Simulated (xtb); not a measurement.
## Geometry relaxation, with input and output: C₃H₈SSi (charge +1) (part 1 of 5)

C₃H₈SSi, charge +1, multiplicity 2, computed with GFN1-xTB (xtb 6.7.1).

The geometry comes from this level: GFN2-xTB.

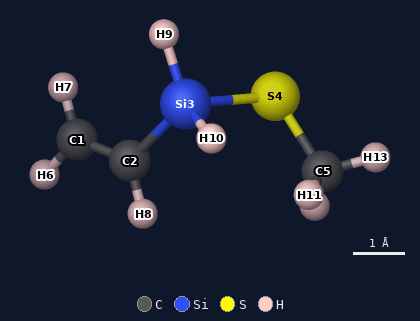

**Figure 1.** The structure as given in the input (ball-and-stick view, seen at a tilt; atoms are numbered from 1 in the order of the input). Bond lengths as drawn: C–C 1.32 Å, C–H 1.08 to 1.09 Å, C–S 1.79 Å, C–Si 1.90 Å, H–Si 1.45 to 1.46 Å and S–Si 2.24 Å.

### The input (input.xyz)
```
13

C     -1.96278000     1.07768000     1.32487000
C     -1.01023000     0.20770000     1.03552000
Si     0.80368000     0.67610000     0.70439000
S      0.85505000     0.46456000    -1.52230000
C      1.08934000    -1.28953000    -1.80954000
H     -2.95909000     0.75219000     1.59322000
H     -1.81810000     2.14646000     1.32596000
H     -1.22958000    -0.85479000     1.01052000
H      1.12005000     2.08143000     0.87640000
H      1.72583000    -0.35398000     1.16461000
H      1.47171000    -1.80595000    -0.93504000
H      0.13433000    -1.71205000    -2.12201000
H      1.77978000    -1.38983000    -2.64661000
```

Machine: 1 thread of Arm Neoverse N1, 98 GiB of memory available, shared host.

Launched with:
```bash
xtb input.xyz --gfn 1 -c 1 -u 1 --ohess vtight -P 1 > out.txt
```

### Output
```
* xtb version 6.7.1
   ID    Z sym.   atoms
    1    6 C      1, 2, 5
    2   14 Si     3
    3   16 S      4
    4    1 H      6-13

           -------------------------------------------------
          |                Calculation Setup                |
           -------------------------------------------------

          program call               : xtb input.xyz --gfn 1 -c 1 -u 1 --ohess vtight -P 1
          coordinate file            : input.xyz
          omp threads                :                     1

           -------------------------------------------------
          |                 G F N 1 - x T B                 |
           -------------------------------------------------

      * Hamiltonian:
        H0-scaling (s, p, d)           1.850000    2.250000    2.000000
        zeta-weighting                 0.000000
      * Dispersion:
        s8                             2.400000
        a1                             0.630000
        a2                             5.000000
        s9                             0.000000
      * Repulsion:
        kExp                           1.500000
        rExp                           1.000000
      * Coulomb:
        alpha                          2.000000
        third order                    atomic
        anisotropic                    false
      * Halogen bond correction:
        rad-scale                      1.300000
        damping                        0.440000

          ...................................................
          :                      SETUP                      :
          :.................................................:
          :  # basis functions                  48          :
          :  # atomic orbitals                  46          :
          :  # shells                           28          :
          :  # electrons                        29          :
          :  # halogen bonds                     0          :
          :  max. iterations                   250          :
          :  Hamiltonian                  GFN1-xTB          :
          :  restarted?                      false          :
          :  GBSA solvation                  false          :
          :  PC potential                    false          :
          :  electronic temp.          300.0000000     K    :
          :  accuracy                    1.0000000          :
          :  -> integral cutoff          0.2500000E+02      :
          :  -> integral neglect         0.1000000E-07      :
          :  -> SCF convergence          0.1000000E-05 Eh   :
          :  -> wf. convergence          0.2000000E-04 e    :
          :  Broyden damping             0.4000000          :
          :  net charge                          1          :
          :  unpaired electrons                  1          :
          ...................................................

 iter      E             dE          RMSdq      gap      omega  full diag
   1    -15.8625129 -0.158625E+02  0.708E+00    4.13       0.0  T
   2    -15.8763671 -0.138542E-01  0.417E+00    4.18       1.0  T
   3    -15.7461619  0.130205E+00  0.259E+00    2.66       1.0  T
   4    -15.8828273 -0.136665E+00  0.543E-01    3.89       1.0  T
   5    -15.8796197  0.320758E-02  0.510E-01    4.14       1.0  T
   6    -15.8865937 -0.697399E-02  0.130E-01    3.99       1.0  T
   7    -15.8868274 -0.233680E-03  0.845E-02    4.00       1.0  T
   8    -15.8869505 -0.123080E-03  0.416E-02    4.01       1.0  T
   9    -15.8869906 -0.401359E-04  0.613E-03    4.02       4.5  T
  10    -15.8869911 -0.552375E-06  0.522E-03    4.02       5.3  T
  11    -15.8869919 -0.716046E-06  0.129E-04    4.02     214.7  T
  12    -15.8869919  0.253103E-08  0.335E-04    4.02      82.9  T
  13    -15.8869919 -0.260695E-08  0.322E-05    4.02     861.4  T

   *** convergence criteria satisfied after 13 iterations ***

         #    Occupation            Energy/Eh            Energy/eV
      -------------------------------------------------------------
         1        2.0000           -1.0799891             -29.3880
       ...           ...                  ...                  ...
         9        2.0000           -0.7013510             -19.0847
        10        2.0000           -0.6912077             -18.8087
        11        2.0000           -0.6539892             -17.7960
        12        2.0000           -0.6460792             -17.5807
        13        2.0000           -0.6343713             -17.2621
        14        2.0000           -0.6293562             -17.1257
        15        1.0000           -0.6084613             -16.5571 (HOMO)
        16                         -0.4607546             -12.5378 (LUMO)
        17                         -0.4067837             -11.0691
        18                         -0.3856025             -10.4928
        19                         -0.3687677             -10.0347
        20                         -0.3240783              -8.8186
       ...                                ...                  ...
        46                          1.1491202              31.2692
      -------------------------------------------------------------
                  HL-Gap            0.1477067 Eh            4.0193 eV
             Fermi-level           -0.5767571 Eh          -15.6944 eV

 SCC (total)                   0 d,  0 h,  0 min,  0.019 sec
 SCC setup                      ...        0 min,  0.000 sec (  0.595%)
 Dispersion                     ...        0 min,  0.000 sec (  0.276%)
 classical contributions        ...        0 min,  0.000 sec (  0.074%)
 integral evaluation            ...        0 min,  0.004 sec ( 19.910%)
 iterations                     ...        0 min,  0.007 sec ( 36.805%)
 molecular gradient             ...        0 min,  0.008 sec ( 41.164%)
 printout                       ...        0 min,  0.000 sec (  1.098%)

         :::::::::::::::::::::::::::::::::::::::::::::::::::::
         ::                     SUMMARY                     ::
         :::::::::::::::::::::::::::::::::::::::::::::::::::::
         :: total energy             -15.694680344621 Eh    ::
         :: gradient norm              0.040529241103 Eh/a0 ::
         :: HOMO-LUMO gap              4.019304501391 eV    ::
         ::.................................................::
         :: SCC energy               -15.886991855538 Eh    ::
         :: -> electrostatic           0.091402073373 Eh    ::
         :: repulsion energy           0.197483641722 Eh    ::
         :: dispersion energy         -0.005172130805 Eh    ::
         :: halogen bond corr.         0.000000000000 Eh    ::
         :: add. restraining           0.000000000000 Eh    ::
         :: total charge               1.000000000000 e     ::
         :::::::::::::::::::::::::::::::::::::::::::::::::::::

      -----------------------------------------------------------
     |                   =====================                   |
     |                        A N C O P T                        |
     |                   =====================                   |
     |               Approximate Normal Coordinate               |
     |                Rational Function Optimizer                |
      -----------------------------------------------------------

          ...................................................
          :                      SETUP                      :
          :.................................................:
          :   optimization level         verytight          :
          :   max. optcycles                   260          :
          :   ANC micro-cycles                  20          :
          :   degrees of freedom                33          :
          :.................................................:
          :   RF solver                   davidson          :
          :   write xtbopt.log                true          :
          :   linear?                        false          :
          :   energy convergence         0.1000000E-06 Eh   :
          :   grad. convergence          0.2000000E-03 Eh/α :
          :   maximum RF displ.          1.0000000          :
          :   Hlow (freq-cutoff)         0.1000000E-01      :
          :   Hmax (freq-cutoff)         5.0000000          :
          :   S6 in model hess.         20.0000000          :
          ...................................................

generating ANC from exact Hessian ...
Using Lindh-Hessian (1995)
 Shifting diagonal of input Hessian by    9.5745955883785473E-003
 Lowest  eigenvalues of input Hessian
    0.000000    0.000000    0.000000    0.000000    0.000000    0.000000
    0.010000    0.010866    0.011039    0.011887    0.012468    0.014438
    0.017116    0.018098    0.023438    0.032378    0.040267    0.043176
 Highest eigenvalues
    1.000616    1.077843    1.085339    1.142008    1.376158    1.866711

........................................................................
.............................. CYCLE    1 ..............................
........................................................................

 iter      E             dE          RMSdq      gap      omega  full diag
   1    -15.8869919 -0.158870E+02  0.602E-06    4.02       0.0  T
   2    -15.8869919  0.348344E-11  0.125E-05    4.02    2212.5  T
   3    -15.8869919 -0.406430E-11  0.228E-06    4.02   12141.4  T
     SCC iter.                  ...        0 min,  0.002 sec
     gradient                   ...        0 min,  0.008 sec
 * total energy  :   -15.6946803 Eh     change       -0.2588152E-10 Eh
   gradient norm :     0.0405291 Eh/α   predicted     0.0000000E+00 (-100.00%)
   displ. norm   :     0.3485863 α      lambda       -0.9654275E-02
   maximum displ.:     0.2265101 α      in ANC's #7, #13, #5, ...

........................................................................
.............................. CYCLE    2 ..............................
........................................................................

 iter      E             dE          RMSdq      gap      omega  full diag
   1    -15.8928028 -0.158928E+02  0.279E-01    4.01       0.0  T
   2    -15.8923158  0.487005E-03  0.215E-01    3.90       1.0  T
   3    -15.8927039 -0.388129E-03  0.223E-01    4.01       1.0  T
   4    -15.8936031 -0.899174E-03  0.672E-02    3.98       1.0  T
   5    -15.8936465 -0.434148E-04  0.163E-02    3.97       1.7  T
   6    -15.8936478 -0.124722E-05  0.659E-03    3.97       4.2  T
   7    -15.8936483 -0.524561E-06  0.182E-03    3.97      15.2  T
   8    -15.8936483 -0.412043E-07  0.233E-04    3.97     118.9  T
   9    -15.8936483 -0.586928E-09  0.417E-05    3.97     664.6  T
  10    -15.8936483 -0.125375E-10  0.657E-06    3.97    4222.7  T
     SCC iter.                  ...        0 min,  0.005 sec
     gradient                   ...        0 min,  0.008 sec
 * total energy  :   -15.6997948 Eh     change       -0.5114474E-02 Eh
   gradient norm :     0.0186175 Eh/α   predicted    -0.5413697E-02 (   5.85%)
   displ. norm   :     0.2942439 α      lambda       -0.2043083E-02
   maximum displ.:     0.2068285 α      in ANC's #7, #5, #2, ...

........................................................................
.............................. CYCLE    3 ..............................
........................................................................

 iter      E             dE          RMSdq      gap      omega  full diag
   1    -15.8896504 -0.158897E+02  0.115E-01    3.84       0.0  T
   2    -15.8888442  0.806172E-03  0.208E-01    3.76       1.0  T
   3    -15.8899410 -0.109678E-02  0.217E-02    3.82       1.3  T
   4    -15.8899418 -0.792364E-06  0.977E-03    3.82       2.8  T
   5    -15.8899422 -0.434140E-06  0.196E-03    3.82      14.2  T
   6    -15.8899422 -0.193283E-07  0.115E-03    3.82      24.1  T
   7    -15.8899422 -0.142567E-07  0.472E-04    3.82      58.7  T
   8    -15.8899422 -0.191883E-08  0.103E-04    3.82     268.9  T
   9    -15.8899422 -0.200018E-10  0.139E-05    3.82    1989.3  T
     SCC iter.                  ...        0 min,  0.004 sec
     gradient                   ...        0 min,  0.008 sec
 * total energy  :   -15.7009298 Eh     change       -0.1134933E-02 Eh
   gradient norm :     0.0116267 Eh/α   predicted    -0.1109989E-02 (  -2.20%)
   displ. norm   :     0.2122054 α      lambda       -0.7706422E-03
   maximum displ.:     0.1092739 α      in ANC's #9, #2, #5, ...

........................................................................
.............................. CYCLE    4 ..............................
........................................................................

 iter      E             dE          RMSdq      gap      omega  full diag
   1    -15.8914475 -0.158914E+02  0.950E-02    3.74       0.0  T
   2    -15.8909939  0.453651E-03  0.158E-01    3.68       1.0  T
   3    -15.8916390 -0.645117E-03  0.154E-02    3.72       1.8  T
   4    -15.8916408 -0.179382E-05  0.463E-03    3.72       6.0  T
   5    -15.8916410 -0.200713E-06  0.200E-03    3.72      13.8  T
   6    -15.8916410 -0.540359E-07  0.305E-04    3.72      90.9  T
   7    -15.8916410 -0.733685E-09  0.764E-05    3.72     363.1  T
   8    -15.8916410 -0.643539E-10  0.104E-05    3.72    2659.7  T
     SCC iter.                  ...        0 min,  0.004 sec
     gradient                   ...        0 min,  0.008 sec
 * total energy  :   -15.7013262 Eh     change       -0.3964458E-03 Eh
   gradient norm :     0.0074975 Eh/α   predicted    -0.4026723E-03 (   1.57%)
   displ. norm   :     0.1872953 α      lambda       -0.4125444E-03
   maximum displ.:     0.1066374 α      in ANC's #2, #4, #3, ...

........................................................................
.............................. CYCLE    5 ..............................
........................................................................

 iter      E             dE          RMSdq      gap      omega  full diag
   1    -15.8938805 -0.158939E+02  0.249E-02    3.74       0.0  T
   2    -15.8938811 -0.573317E-06  0.152E-02    3.74       1.8  T
   3    -15.8938818 -0.765890E-06  0.142E-02    3.74       2.0  T
   4    -15.8938859 -0.405380E-05  0.366E-03    3.74       7.6  T
   5    -15.8938860 -0.762034E-07  0.108E-03    3.74      25.6  T
   6    -15.8938860  0.174373E-08  0.407E-04    3.74      68.1  T
   7    -15.8938860 -0.342219E-08  0.987E-05    3.74     281.0  T
   8    -15.8938860 -0.124228E-09  0.228E-05    3.74    1217.2  T
     SCC iter.                  ...        0 min,  0.004 sec
     gradient                   ...        0 min,  0.008 sec
 * total energy  :   -15.7016225 Eh     change       -0.2963180E-03 Eh
   gradient norm :     0.0050502 Eh/α   predicted    -0.2135073E-03 ( -27.95%)
   displ. norm   :     0.2561238 α      lambda       -0.3285318E-03
   maximum displ.:     0.1467389 α      in ANC's #2, #3, #4, ...

........................................................................
.............................. CYCLE    6 ..............................
........................................................................
```
